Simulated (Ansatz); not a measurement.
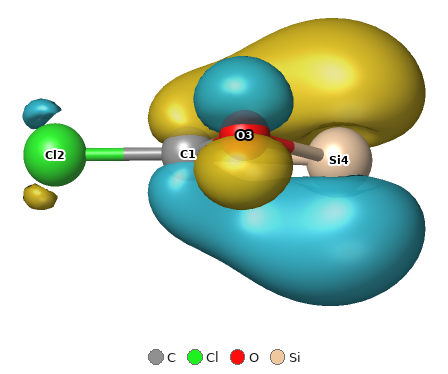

Figure 1: CClOSi (SMILES ClC1=[Si+]O1) (charge +1). The LUMO at ±0.15 Å⁻³ᐟ² (yellow and cyan are the two phases), seen from one side.

Geometry: PBE0-D3(BJ)/def2-SVP.

Level of theory: Ansatz 0.2.0, isolated molecule in a Gaussian basis; Kohn-Sham density functional theory, functional PBE0.

### Describe this orbital and give its energy.

It lies mainly on Si4 (about 65 %), O3 (about 20 %) and C1 (about 15 %); it changes sign across the molecular plane (π type); π-antibonding (a node) across C1–O3. Its energy is −9.29 eV.
